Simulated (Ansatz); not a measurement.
A series of calculations on C2H4IN

## 1. Relaxation

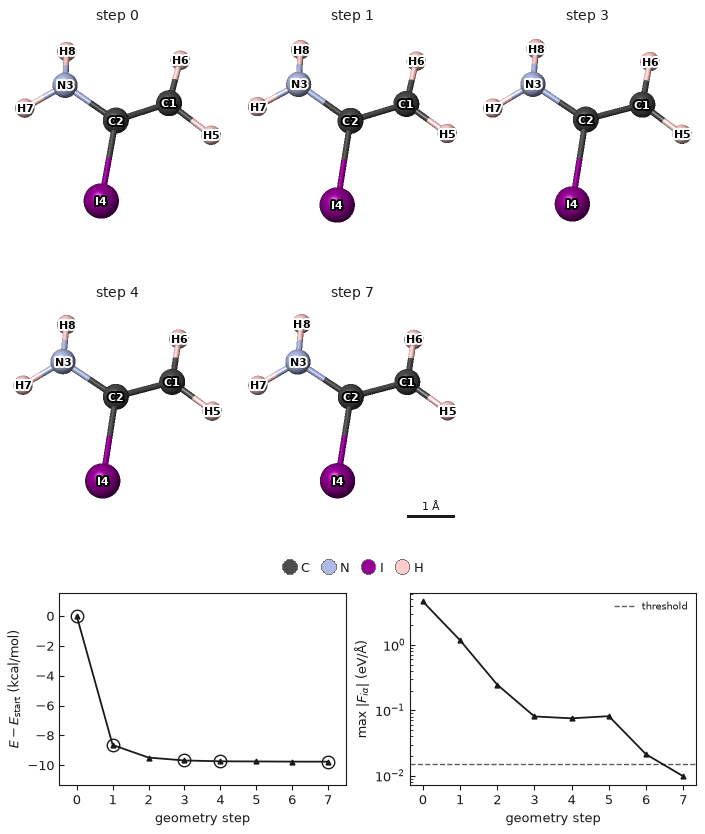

Frames of a relaxation of C$_{2}$H$_{4}$IN, marked on the history of the run. The picture is a ball-and-stick view, seen from a free direction.

The run prepares an end point of a later path (torsion) calculation, from a guessed geometry.

All numbers below come from RKS PBE0-D4/def2-SVP (Ansatz 0.2.0). (no spin polarisation; force threshold 0.015 eV/Å; at most 40 steps)

> What happens along the run?

After 7 geometry steps the energy has fallen by 9.75 kcal/mol. The largest force component goes from 4.6 to 0.0098 eV/Å. The atom that moves furthest after the best rigid fit is H8 (0.20 Å). By element the largest moves are H 0.20 Å, I 0.10 Å, C 0.09 Å, N 0.05 Å. Some distances before and after: C2–I4 2.003 → 2.119 Å, C1–H5 1.152 → 1.088 Å, C1–C2 1.292 → 1.338 Å, N3–H8 1.057 → 1.015 Å. Among the angles between lasting bonds that change: C2–C1–H6 127.5° → 119.5°, H5–C1–H6 112.5° → 118.4°, C1–C2–N3 122.6° → 127.7°. From step 0 to 1: I4 moves most (0.10 Å), energy −8.64 kcal/mol. From step 1 to 3: H7 moves most (0.06 Å), energy −1.04 kcal/mol. From step 3 to 4: H atoms move most (0.05 Å), energy −0.06 kcal/mol. From step 4 to 7: H8 moves most (0.03 Å), energy −0.02 kcal/mol.

## 2. Relaxation

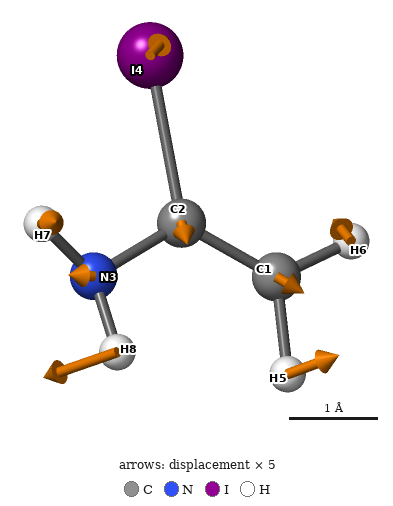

A relaxation of C$_{2}$H$_{4}$IN. The starting structure is drawn; orange arrows show the displacements, 5 times their true length. The two geometries are superimposed by the best rigid fit.

Style: ball-and-stick. Shown from a free direction.

The run prepares an end point of a later path (torsion) calculation, from a guessed geometry.

Computed with RKS PBE0-D4/def2-SVP in Ansatz 0.2.0.

The input:
```yaml
crystal:
  periodic: [false, false, false]
  atoms:
    - { symbol: C, position_ang: [-0.2259, 1.119, -0.1284] }
    - { symbol: C, position_ang: [-0.168, -0.1643, -0.2705] }
    - { symbol: "N", position_ang: [-1.05244, -0.85035, -1.00914] }
    - { symbol: I, position_ang: [1.21313, -1.3192, 0.60849] }
    - { symbol: H, position_ang: [-1.0653, 1.7174, -0.6417] }
    - { symbol: H, position_ang: [0.4405, 1.7474, 0.4434] }
    - { symbol: H, position_ang: [-0.72578, -1.72404, -1.3768] }
    - { symbol: H, position_ang: [-1.55885, -0.27959, -1.7402] }
basis:
  gaussian: { orbitals: def2-SVP }
hamiltonian:
  xc: pbe0
  dispersion: d4
relax:
  f_tol: 0.015
  max_steps: 40
```

Launched with:
```bash
ansatz run input.yaml --threads 1 --pin off --max-ram 2048MiB --backend cpu --events-out ev --progress --plain --runs-dir out
```

Atoms of which element are displaced furthest, and by how much?

Hydrogen: up to 0.22 Å, against 0.11 Å for iodine.

What did the optimiser do to the structure, and how much energy did it gain?

Over 6 geometry steps the energy falls by 8.98 kcal/mol. Largest force component: 4.5 eV/Å at the start, 0.012 eV/Å at the end. The largest move after the best rigid fit is that of H8, 0.22 Å. Largest moves by element: H 0.22 Å, I 0.11 Å, C 0.08 Å, N 0.07 Å. Some distances before and after: C2–I4 2.003 → 2.119 Å, C1–H5 1.152 → 1.095 Å, C1–C2 1.292 → 1.338 Å, N3–H8 1.057 → 1.015 Å. Among the angles between lasting bonds that change: H5–C1–H6 112.5° → 118.4°, C2–C1–H6 127.5° → 122.0°, C1–C2–N3 122.6° → 127.7°.

## 3. Path

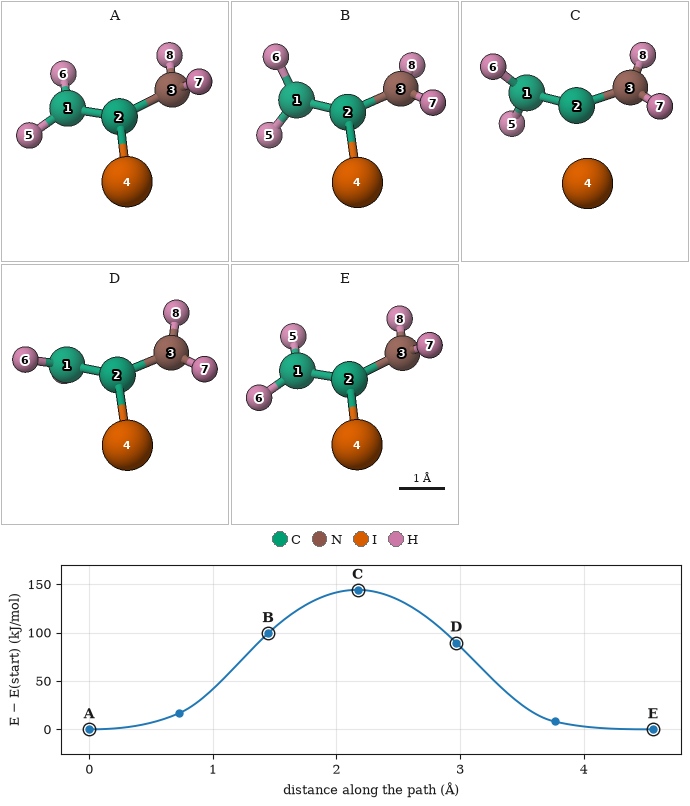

A nudged-elastic-band calculation for C$_{2}$H$_{4}$IN. Images are numbered from 0 (start) to 6 (end). Frames A to E are images 0, 2, 3, 4, 6. The picture is a ball-and-stick view, seen from a free direction.

Level of theory: RKS PBE0-D4/def2-SVP in Ansatz 0.2.0. Set-up: 5 movable images; climbing image; force threshold 0.05 eV/Å; iteration limit 39; starting path by image-dependent pair potential.

**Read off the barrier and say what moves.**

The motion is a rotation about the C1–C2 bond by about 180°. No bond forms or breaks between the ends. Bond angles that change up to the highest image, for instance: C1–C2–N3 127.7° → 136.7°, H7–N3–H8 113.3° → 121.4°. The two ends have the same energy, and the highest point, image 3, lies 144.2 kJ/mol above the start. The band converged in 11 iterations, with a climbing image at the top. At the top, the vibrational analysis gives one imaginary mode (598i cm⁻¹), as a transition state must have.

The run took 4.1 min on 1 thread of Arm Neoverse V2 (shared host), peak memory 0.2 GiB.
